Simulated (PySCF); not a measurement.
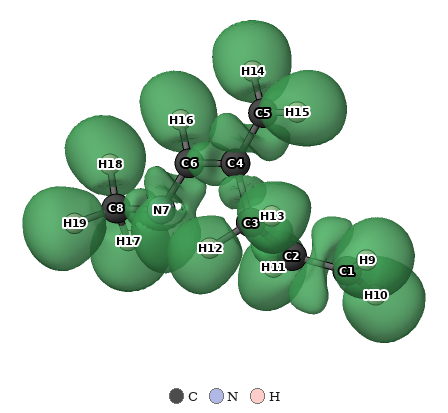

The picture shows: C7H11N. Isosurface of the electron localisation function at 0.75 (green), seen at a tilt. Core shells and regions of very low density are left out.

Geometry: GFN2-xTB.

Method: PBE0/def2-SVPD, SCF density, gas phase (PySCF 2.14.0).

```yaml
atoms:
  - { symbol: C, position_ang: [-2.9371, -0.9024, -0.3476] }
  - { symbol: C, position_ang: [-1.6241, -0.7986, -0.4172] }
  - { symbol: C, position_ang: [-0.8970, 0.4032, -0.9411] }
  - { symbol: C, position_ang: [-0.0788, 1.0155, 0.1644] }
  - { symbol: C, position_ang: [-0.5015, 2.0633, 0.8699] }
  - { symbol: C, position_ang: [1.2023, 0.3938, 0.4634] }
  - { symbol: N, position_ang: [1.6456, -0.5713, -0.2171] }
  - { symbol: C, position_ang: [2.9046, -1.1595, 0.0934] }
  - { symbol: H, position_ang: [-3.5887, -0.1118, -0.6836] }
  - { symbol: H, position_ang: [-3.4216, -1.7830, 0.0390] }
  - { symbol: H, position_ang: [-0.9845, -1.5992, -0.0726] }
  - { symbol: H, position_ang: [-0.2177, 0.0838, -1.7337] }
  - { symbol: H, position_ang: [-1.6090, 1.1308, -1.3319] }
  - { symbol: H, position_ang: [0.0813, 2.4804, 1.6747] }
  - { symbol: H, position_ang: [-1.4440, 2.5409, 0.6642] }
  - { symbol: H, position_ang: [1.7596, 0.8240, 1.3114] }
  - { symbol: H, position_ang: [2.7471, -2.2219, 0.2880] }
  - { symbol: H, position_ang: [3.4082, -0.6989, 0.9558] }
  - { symbol: H, position_ang: [3.5452, -1.0797, -0.7868] }
```

**Describe the localisation domains.**

The surface consists of five regions between bonded C–C atoms (shared pairs), eleven regions around hydrogen nuclei and one region on N in which the atom's valence shell and bonds are merged.

Values along the shortest contacts:
C–N (1.26 Å): the ELF peaks at about 0.90 between the atoms (a short, multiple covalent bond). C–C (1.32 Å): the ELF peaks at about 0.90 between the atoms: a multiple bond.
